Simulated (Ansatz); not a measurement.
# C3H7BSi: shift of H7 from B1 to C4, part 2 of 2

How high is the barrier for the shift of H7 from B1 to C4? Relax the two ends, then run a nudged elastic band between them. SMILES of the start: BC([SiH3])=C=C.

Ansatz 0.2.0; RKS PBE0/def2-SVP. The steps go on from the part before.

## Step 5: Nudged elastic band

crystal.atoms is end A as relaxed above, and neb.final_atoms is end B, turned to lie on A. With 9 inner images the band has 11 in all. The start path is listed, through a guess of the saddle.

Contents of input.yaml:

```yaml
crystal:
  periodic: [false, false, false]
  atoms:
    - { symbol: B, position_ang: [0.375899, 1.761863, -0.420056] }
    - { symbol: C, position_ang: [0.090709, 0.308402, 0.026941] }
    - { symbol: Si, position_ang: [0.222112, -0.214305, 1.832047] }
    - { symbol: C, position_ang: [-0.258308, -0.56218, -0.904947] }
    - { symbol: C, position_ang: [-0.603907, -1.417431, -1.828346] }
    - { symbol: H, position_ang: [0.694958, 2.600603, 0.393212] }
    - { symbol: H, position_ang: [0.281128, 2.065523, -1.585944] }
    - { symbol: H, position_ang: [-0.05041, -1.675558, 1.979094] }
    - { symbol: H, position_ang: [-0.762214, 0.5568, 2.651821] }
    - { symbol: H, position_ang: [1.593051, 0.088694, 2.34487] }
    - { symbol: H, position_ang: [-1.655799, -1.563008, -2.092762] }
    - { symbol: H, position_ang: [0.149782, -2.004603, -2.36213] }
basis:
  gaussian: { orbitals: def2-SVP }
hamiltonian:
  xc: pbe0
neb:
  order_check: false
  images: 9
  f_tol: 0.05
  max_iterations: 60
  final_atoms:
    - { symbol: B, position_ang: [0.1400173, 1.95257051, 0.49717036] }
    - { symbol: C, position_ang: [0.00157322, 0.72051366, -0.11186893] }
    - { symbol: Si, position_ang: [0.26871267, -0.2594814, 1.47484412] }
    - { symbol: C, position_ang: [-0.24739875, 0.08542725, -1.39331599] }
    - { symbol: C, position_ang: [-0.31612552, -1.23395247, -1.62695041] }
    - { symbol: H, position_ang: [0.27112232, 2.97185545, 1.09208898] }
    - { symbol: H, position_ang: [-0.39005901, 0.76994434, -2.23773749] }
    - { symbol: H, position_ang: [-0.92457284, -1.08277325, 1.83962007] }
    - { symbol: H, position_ang: [0.49131605, 0.75189474, 2.5628289] }
    - { symbol: H, position_ang: [1.4760409, -1.13806609, 1.40163313] }
    - { symbol: H, position_ang: [-0.50851329, -1.61655836, -2.63175643] }
    - { symbol: H, position_ang: [-0.18511206, -1.97657438, -0.83275631] }
  initial_path:
    images:
      - { positions_ang: [[0.375899, 1.761863, -0.420056], [0.090709, 0.308402, 0.026941], [0.222112, -0.214305, 1.832047], [-0.258308, -0.56218, -0.904947], [-0.603907, -1.417431, -1.828346], [0.694958, 2.600603, 0.393212], [0.281128, 2.065523, -1.585944], [-0.05041, -1.675558, 1.979094], [-0.762214, 0.5568, 2.651821], [1.593051, 0.088694, 2.34487], [-1.655799, -1.563008, -2.092762], [0.149782, -2.004603, -2.36213]] }
      - { positions_ang: [[0.33982303, 1.79109848, -0.40094942], [0.07581544, 0.33294067, 0.02205434], [0.23400884, -0.20217758, 1.80739412], [-0.2507281, -0.53158239, -0.91039148], [-0.60437103, -1.39063048, -1.83819474], [0.64210584, 2.62951049, 0.41611506], [0.26949086, 1.82405917, -1.50961397], [-0.00532722, -1.65962214, 1.93968096], [-0.73735846, 0.5476124, 2.6561944], [1.61197881, 0.10886597, 2.30609704], [-1.48310663, -1.43759356, -2.24419157], [-0.01533038, -2.06768105, -2.21039474]] }
      - { positions_ang: [[0.30374705, 1.82033397, -0.38184285], [0.06092187, 0.35747934, 0.01716767], [0.24590568, -0.19005016, 1.78274124], [-0.2431482, -0.50098479, -0.91583595], [-0.60483506, -1.36382996, -1.84804348], [0.58925368, 2.65841798, 0.43901813], [0.25785372, 1.58259535, -1.43328394], [0.03975557, -1.64368628, 1.90026792], [-0.71250293, 0.53842481, 2.6605678], [1.63090663, 0.12903795, 2.26732409], [-1.31041425, -1.31217912, -2.39562114], [-0.18044276, -2.1307591, -2.05865948]] }
      - { positions_ang: [[0.26767108, 1.84956945, -0.36273627], [0.04602831, 0.38201801, 0.01228101], [0.25780252, -0.17792274, 1.75808836], [-0.2355683, -0.47038718, -0.92128043], [-0.60529908, -1.33702943, -1.85789223], [0.53640151, 2.68732547, 0.46192119], [0.24621658, 1.34113152, -1.35695391], [0.08483835, -1.62775042, 1.86085488], [-0.68764739, 0.52923721, 2.6649412], [1.64983444, 0.14920992, 2.22855113], [-1.13772188, -1.18676468, -2.54705071], [-0.34555514, -2.19383714, -1.90692422]] }
      - { positions_ang: [[0.2315951, 1.87880494, -0.34362969], [0.03113475, 0.40655667, 0.00739435], [0.26969936, -0.16579532, 1.73343548], [-0.22798839, -0.43978957, -0.92672491], [-0.60576311, -1.31022891, -1.86774097], [0.48354935, 2.71623297, 0.48482426], [0.23457943, 1.0996677, -1.28062388], [0.12992113, -1.61181456, 1.82144184], [-0.66279186, 0.52004962, 2.66931459], [1.66876225, 0.16938189, 2.18977818], [-0.96502951, -1.06135024, -2.69848028], [-0.51066751, -2.25691519, -1.75518896]] }
      - { positions_ang: [[0.19551913, 1.90804042, -0.32452312], [0.01624119, 0.43109534, 0.00250768], [0.2815962, -0.1536679, 1.7087826], [-0.22040849, -0.40919197, -0.93216939], [-0.60622714, -1.28342839, -1.87758971], [0.43069719, 2.74514046, 0.50772732], [0.22294229, 0.85820387, -1.20429385], [0.17500391, -1.5958787, 1.7820288], [-0.63793632, 0.51086202, 2.67368799], [1.68769006, 0.18955387, 2.15100522], [-0.79233714, -0.9359358, -2.84990985], [-0.67577989, -2.31999324, -1.6034537]] }
      - { positions_ang: [[0.18441876, 1.91694644, -0.16018442], [0.01330759, 0.48897901, -0.02036764], [0.2790195, -0.1748306, 1.6619949], [-0.22580654, -0.31026812, -1.02439871], [-0.54820682, -1.27353321, -1.82746185], [0.39878222, 2.79048346, 0.62459965], [0.10034203, 0.84055197, -1.41098257], [-0.04491144, -1.49325761, 1.79354705], [-0.41208585, 0.55906857, 2.65151617], [1.64536023, -0.07597012, 2.0011308], [-0.73557237, -1.07206031, -2.80627917], [-0.57764633, -2.25130947, -1.44931422]] }
      - { positions_ang: [[0.1733184, 1.92585246, 0.00415428], [0.010374, 0.54686267, -0.04324296], [0.27644279, -0.1959933, 1.61520721], [-0.2312046, -0.21134428, -1.11662803], [-0.49018649, -1.26363802, -1.77733399], [0.36686724, 2.83582645, 0.74147198], [-0.02225823, 0.82290006, -1.6176713], [-0.26482679, -1.39063652, 1.80506531], [-0.18623537, 0.60727511, 2.62934436], [1.6030304, -0.34149412, 1.85125638], [-0.6788076, -1.20818482, -2.76264848], [-0.47951276, -2.1826257, -1.29517474]] }
      - { positions_ang: [[0.16221803, 1.93475848, 0.16849297], [0.00744041, 0.60474634, -0.06611829], [0.27386608, -0.217156, 1.56841951], [-0.23660265, -0.11242044, -1.20885735], [-0.43216617, -1.25374284, -1.72720613], [0.33495227, 2.88116945, 0.85834432], [-0.14485849, 0.80524815, -1.82436003], [-0.48474214, -1.28801543, 1.81658356], [0.0396151, 0.65548165, 2.60717254], [1.56070056, -0.60701811, 1.70138197], [-0.62204283, -1.34430934, -2.7190178], [-0.38137919, -2.11394193, -1.14103526]] }
      - { positions_ang: [[0.15111766, 1.94366449, 0.33283167], [0.00450682, 0.66263, -0.08899361], [0.27128938, -0.2383187, 1.52163181], [-0.2420007, -0.01349659, -1.30108667], [-0.37414585, -1.24384765, -1.67707827], [0.30303729, 2.92651245, 0.97521665], [-0.26745875, 0.78759625, -2.03104876], [-0.70465749, -1.18539434, 1.82810182], [0.26546558, 0.7036882, 2.58500072], [1.51837073, -0.8725421, 1.55150755], [-0.56527806, -1.48043385, -2.67538711], [-0.28324562, -2.04525815, -0.98689579]] }
      - { positions_ang: [[0.1400173, 1.95257051, 0.49717036], [0.00157322, 0.72051366, -0.11186893], [0.26871267, -0.2594814, 1.47484412], [-0.24739875, 0.08542725, -1.39331599], [-0.31612552, -1.23395247, -1.62695041], [0.27112232, 2.97185545, 1.09208898], [-0.39005901, 0.76994434, -2.23773749], [-0.92457284, -1.08277325, 1.83962007], [0.49131605, 0.75189474, 2.5628289], [1.4760409, -1.13806609, 1.40163313], [-0.50851329, -1.61655836, -2.63175643], [-0.18511206, -1.97657438, -0.83275631]] }
```

Started as:

```bash
$ ansatz run input.yaml --threads 2 --pin off --max-ram 3072MiB --backend cpu --events-out ev --progress --plain --runs-dir out
```

Log:

```text
Warning: RAYON_NUM_THREADS=2 ignored (pool sized by the plan → 2); use --threads N
Engine: ansatz 0.2.0, x86_64-unknown-linux-gnu
Functional definition: PBE0
  parameter a = 0.25
  parameter kappa = 0.804
  parameter beta = 0.06672455060314922
  exchange = (1 - a)*pbe_x(kappa = kappa, mu = beta*pi^2/3) + a*exact_x
  correlation = pbe_c(beta = beta)
1220 factors; integrals over basis functions are off by at most 6.3e-4 eV
mean field evaluation 1: about -11758.8209 eV, gradient 3.9e1 eV
mean field evaluation 2: about -11758.9818 eV, gradient 3.8e1 eV
mean field evaluation 4: about -11763.0250 eV, gradient 2.8e0 eV
mean field evaluation 8: about -11763.0738 eV, gradient 1.2e-1 eV
mean field evaluation 16: about -11763.0738 eV, gradient 1.9e-5 eV
mean field -11763.07383972 eV, -432.2849903118 hartree, gradient 1.9e-5 eV, S^2 0.000000; 0 other end points of the search recorded, 0 dependent functions left out
[... 4 lines left out ...]
mean field -11762.99426865 eV, -432.2820661290 hartree, gradient 8.1e-5 eV, S^2 0.000000; 0 other end points of the search recorded, 0 dependent functions left out
[... 2 lines left out ...]
NEB end point (image 0): max|allowed force component| = 5.380e-3 eV/Å (the criterion of neb.relax_end_points is 1.000e-2)
NEB end point (image 10): max|allowed force component| = 1.630e-2 eV/Å (the criterion of neb.relax_end_points is 1.000e-2)
[... 1 line left out ...]
mean field -11761.99752613 eV, -432.2454365170 hartree, gradient 2.2e-5 eV, S^2 0.000000; 0 other end points of the search recorded, 0 dependent functions left out
[... 4 lines left out ...]
mean field -11759.68596328 eV, -432.1604881493 hartree, gradient 6.9e-5 eV, S^2 0.000000; 0 other end points of the search recorded, 0 dependent functions left out
[... 3 lines left out ...]
mean field -11758.15339450 eV, -432.1041672854 hartree, gradient 3.4e-5 eV, S^2 0.000000; 0 other end points of the search recorded, 0 dependent functions left out
[... 4 lines left out ...]
mean field -11757.60013993 eV, -432.0838355549 hartree, gradient 2.2e-5 eV, S^2 0.000000; 0 other end points of the search recorded, 0 dependent functions left out
[... 3 lines left out ...]
mean field -11756.49609072 eV, -432.0432624946 hartree, gradient 3.8e-5 eV, S^2 0.000000; 0 other end points of the search recorded, 0 dependent functions left out
[... 4 lines left out ...]
mean field -11757.05257705 eV, -432.0637129902 hartree, gradient 6.6e-5 eV, S^2 0.000000; 0 other end points of the search recorded, 0 dependent functions left out
[... 4 lines left out ...]
mean field -11758.84482177 eV, -432.1295767688 hartree, gradient 5.3e-5 eV, S^2 0.000000; 0 other end points of the search recorded, 0 dependent functions left out
[... 3 lines left out ...]
mean field -11760.64986173 eV, -432.1959107639 hartree, gradient 2.3e-5 eV, S^2 0.000000; 0 other end points of the search recorded, 0 dependent functions left out
[... 2 lines left out ...]
[...]
NEB iter   1: max|band force component| = 1.204e1 eV/Å  barrier→ = 6.5777 eV  barrier← = 6.4982 eV  Δτ_max = 0.2000 Å  (319 SCF iters)
NEB iter   2: max|band force component| = 6.308e0 eV/Å  barrier→ = 4.9019 eV  barrier← = 4.8223 eV  Δτ_max = 0.2000 Å  (304 SCF iters)
[... from here on, the SCF cycles and remarks between the steps are left out, and one step in 5 is shown ...]
NEB iter   5: max|band force component| = 2.772e0 eV/Å  barrier→ = 1.4109 eV  barrier← = 1.3314 eV  Δτ_max = 0.0509 Å  (283 SCF iters)
NEB iter  10: max|band force component| = 7.997e-1 eV/Å  barrier→ = 1.1898 eV  barrier← = 1.1102 eV  Δτ_max = 0.0504 Å  (285 SCF iters)
NEB iter  15: max|band force component| = 5.113e-1 eV/Å  barrier→ = 1.2386 eV  barrier← = 1.1591 eV  CI = image 3  Δτ_max = 0.0501 Å  (284 SCF iters)
NEB iter  20: max|band force component| = 3.397e-1 eV/Å  barrier→ = 1.2256 eV  barrier← = 1.1460 eV  CI = image 3  Δτ_max = 0.1004 Å  (287 SCF iters)
NEB iter  25: max|band force component| = 1.638e-1 eV/Å  barrier→ = 1.2165 eV  barrier← = 1.1369 eV  CI = image 3  Δτ_max = 0.0250 Å  (265 SCF iters)
[... 8 lines left out ...]
this run last wrote the band of iteration 60 to <dir>
Error: NEB band did not converge after 60 iterations: max|band force component| = 2.11e-1 eV/Å (threshold 5.0e-2); raise `neb.max_iterations` in a new run, which can start from the last band evaluated (`neb.initial_path`, with `crystal.atoms` and `neb.final_atoms` set to its first and last images), add images, or start from endpoints closer to local minima. Where this run's directory can be resumed (`checkpoint.write`), a resume goes on for up to `neb.max_iterations` more; to start a new run from the last band, take its images' positions from the `neb_iteration` event of iteration 60 (`data.images[].positions_ang`), in the event stream of the run that computed that iteration (not this run's, if it was resumed behind it). With `checkpoint.write`, `steps/00-neb/state/checkpoint.json` in the run directory holds the last saved band, under `neb.evaluated.images[].positions_ang` (a band under a hybrid functional on support functions is neither saved nor resumed: `neb.initial_path` says where its path is): check the last entry of `neb.iterations` there, which is earlier than 60 if that iteration was not saved or its write failed. If the band's step has no `state` directory and holds `state.next`, a write was cut short, and the file is under `state.next` instead (behind a loss of power it can be under `state.prev`)
this run wrote the band of iteration 60 to <dir> as well, whether or not its events were kept: a new run's `neb.initial_path` can list its `images[].positions_ang`
a run's events are kept only if it was started with --events-out <file>, and are in that file
```

It took 9.1 min on 2 threads of AMD EPYC 9R45 (Zen 5), shared host; peak memory 0.26 GiB.

## Step 6: Images and barrier

The run ended unconverged after 60 band iterations. The table shows its last band, which is no minimum-energy path. Images 0 and 10 are the ends. Energies count from image 0; the path length is the program's own measure over all atoms.

| image | path (Å) | energy (eV) | H7–B1 (Å) | H7–C4 (Å) | band force (eV/Å) |
| --- | --- | --- | --- | --- | --- |
| 0 | 0.000 | 0.0000 | 1.21 | 2.77 | - |
| 1 | 1.282 | 0.0161 | 1.21 | 2.75 | 0.007 |
| 2 | 2.564 | 0.0794 | 1.21 | 2.66 | 0.082 |
| 3 | 3.842 | 0.8303 | 1.21 | 2.45 | 0.211 |
| 4 | 5.068 | 0.8289 | 1.21 | 2.49 | 0.078 |
| 5 | 6.288 | 0.0678 | 1.21 | 2.69 | 0.076 |
| 6 | 7.491 | 0.2473 | 1.21 | 2.42 | 0.045 |
| 7* | 8.694 | 1.1258 | 1.26 | 1.58 | 0.015 |
| 8 | 9.775 | 0.6718 | 2.04 | 1.12 | 0.043 |
| 9 | 10.857 | 0.2892 | 2.60 | 1.10 | 0.037 |
| 10 | 11.938 | 0.0796 | 3.03 | 1.10 | - |

The star marks the climbing image.

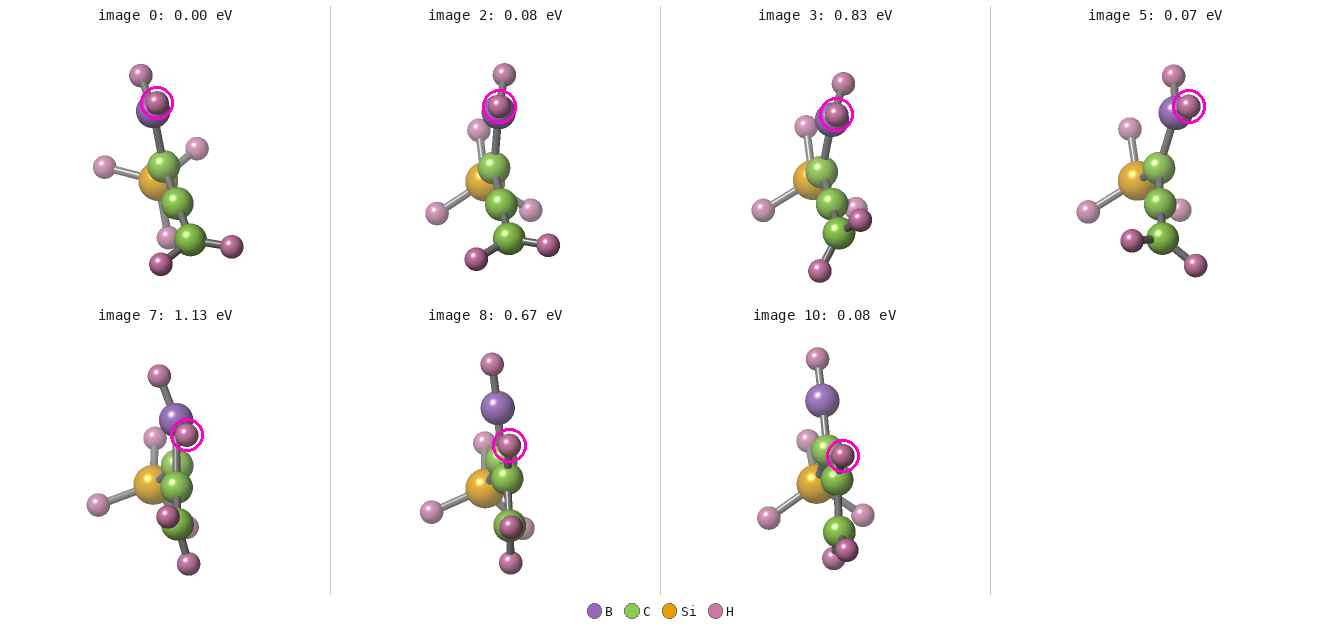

Snapshots along the band, viewed from a free direction. Ringed: H7. Sticks join atoms closer than a bonding distance in each image.

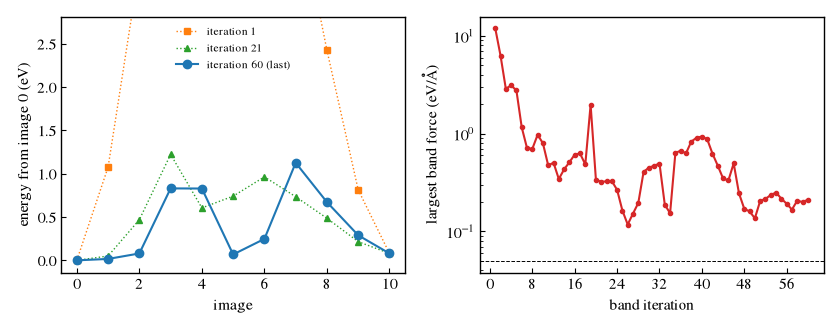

Left: energy of each image for early iterations and the last one (lines only join the points; early values far above the last band run off the scale). Right: the largest band force by iteration, with the threshold dashed.

How the highest energy settled:

```csv
iteration,highest image above image 0 (eV),largest band force (eV/Å)
1,6.5777,12.035
6,1.3171,1.164
11,1.2144,0.474
16,1.2365,0.612
21,1.2227,0.322
26,1.2158,0.118
31,1.2222,0.471
36,1.1898,0.670
41,1.2139,0.880
46,1.2653,0.497
51,1.1522,0.205
56,1.1290,0.192
60,1.1258,0.211
```

The band as a trajectory file:

```xyz
12
image=0 dE=0.0000
B     0.376    1.762   -0.420
C     0.091    0.308    0.027
Si    0.222   -0.214    1.832
C    -0.258   -0.562   -0.905
C    -0.604   -1.417   -1.828
H     0.695    2.601    0.393
H     0.281    2.066   -1.586
H    -0.050   -1.676    1.979
H    -0.762    0.557    2.652
H     1.593    0.089    2.345
H    -1.656   -1.563   -2.093
H     0.150   -2.005   -2.362
12
image=1 dE=0.0161
B     0.190    1.805   -0.401
C     0.046    0.329    0.041
Si    0.232   -0.228    1.833
C    -0.202   -0.560   -0.907
C    -0.446   -1.435   -1.844
H     0.416    2.671    0.414
H     0.071    2.096   -1.568
H    -0.613   -1.429    2.105
H    -0.177    0.886    2.739
H     1.658   -0.574    2.123
H    -1.473   -1.680   -2.131
H     0.373   -1.936   -2.370
12
image=2 dE=0.0794
B    -0.021    1.733   -0.380
C     0.086    0.264    0.085
Si    0.299   -0.234    1.893
C    -0.111   -0.596   -0.901
C    -0.314   -1.381   -1.924
H    -0.162    2.621    0.429
H    -0.035    1.980   -1.563
H    -0.869   -1.001    2.423
H     0.470    1.013    2.695
H     1.524   -1.076    2.054
H    -1.312   -1.507   -2.350
H     0.523   -1.871   -2.429
12
image=3 dE=0.8303
B    -0.107    1.541   -0.408
C     0.141    0.151    0.174
Si    0.360   -0.205    1.989
C    -0.128   -0.582   -0.896
C    -0.307   -1.230   -2.019
H    -0.395    2.400    0.387
H    -0.224    1.767   -1.588
H    -0.749   -0.979    2.620
H     0.542    1.101    2.682
H     1.621   -1.003    2.121
H    -0.847   -0.822   -2.868
H     0.172   -2.193   -2.161
12
image=4 dE=0.8289
B    -0.345    1.561   -0.337
C    -0.046    0.150    0.179
Si    0.469   -0.197    1.942
C    -0.066   -0.600   -0.913
C    -0.228   -1.263   -2.029
H    -0.190    2.491    0.418
H    -0.555    1.772   -1.510
H    -0.657   -0.940    2.597
H     0.647    1.101    2.648
H     1.699   -1.033    2.068
H    -0.077   -0.804   -3.004
H    -0.574   -2.293   -2.024
12
image=5 dE=0.0678
B    -0.458    1.707   -0.265
C    -0.042    0.259    0.087
Si    0.493   -0.211    1.833
C    -0.079   -0.584   -0.932
C    -0.146   -1.374   -1.969
H    -0.399    2.580    0.572
H    -0.788    1.970   -1.398
H    -0.593   -1.005    2.488
H     0.699    1.050    2.605
H     1.748   -1.022    1.859
H     0.635   -1.377   -2.732
H    -0.994   -2.048   -2.115
12
image=6 dE=0.2473
B    -0.365    1.658   -0.408
C    -0.177    0.274    0.237
Si    0.439   -0.259    1.936
C    -0.158   -0.517   -0.823
C    -0.199   -1.234   -1.914
H     0.130    2.658    0.059
H    -0.880    1.696   -1.498
H    -0.416   -1.387    2.420
H     0.326    0.871    2.903
H     1.853   -0.736    1.883
H     0.485   -1.070   -2.749
H    -0.962   -2.008   -2.011
12
image=7 dE=1.1258
B    -0.211    1.535   -0.400
C    -0.251    0.303    0.381
Si    0.350   -0.328    2.015
C    -0.238   -0.153   -0.911
C    -0.268   -1.013   -1.927
H     0.224    2.646   -0.258
H    -0.485    1.247   -1.597
H    -0.525   -1.444    2.483
H     0.312    0.781    3.010
H     1.748   -0.848    1.895
H    -0.020   -0.738   -2.951
H    -0.559   -2.043   -1.707
12
image=8 dE=0.6718
B     0.004    1.804    0.056
C    -0.100    0.434    0.285
Si    0.299   -0.409    1.889
C    -0.247    0.093   -1.140
C    -0.324   -1.055   -1.831
H     0.155    2.943   -0.235
H    -0.299    0.997   -1.792
H    -0.674   -1.458    2.315
H     0.317    0.666    2.933
H     1.662   -1.024    1.844
H    -0.356   -1.004   -2.921
H    -0.360   -2.043   -1.369
12
image=9 dE=0.2892
B     0.094    1.943    0.307
C    -0.015    0.574    0.080
Si    0.298   -0.352    1.680
C    -0.232    0.081   -1.282
C    -0.353   -1.173   -1.735
H     0.206    3.117    0.429
H    -0.301    0.875   -2.035
H    -0.783   -1.317    2.056
H     0.378    0.682    2.766
H     1.597   -1.094    1.668
H    -0.495   -1.334   -2.807
H    -0.317   -2.058   -1.095
12
image=10 dE=0.0796
B     0.140    1.953    0.497
C     0.002    0.721   -0.112
Si    0.269   -0.259    1.475
C    -0.247    0.085   -1.393
C    -0.316   -1.234   -1.627
H     0.271    2.972    1.092
H    -0.390    0.770   -2.238
H    -0.925   -1.083    1.840
H     0.491    0.752    2.563
H     1.476   -1.138    1.402
H    -0.509   -1.617   -2.632
H    -0.185   -1.977   -0.833
```

## Step 7: What came out

The summary covers parts 1 to 2.

```
                      quantity                                             value
                         end A                          13 moves, 1.535 eV lower
                         end B                          18 moves, 6.680 eV lower
                          band                 not converged after 60 iterations
highest image of the last band  1.13 eV above image 0 (no barrier of the system)
```

What this shows: The band did not converge, so no barrier can be quoted. Its largest force still stood at 0.21 eV/Å, against a threshold of 0.05. By distance, end A alone has B1–H7 and end B alone has C4–H7.
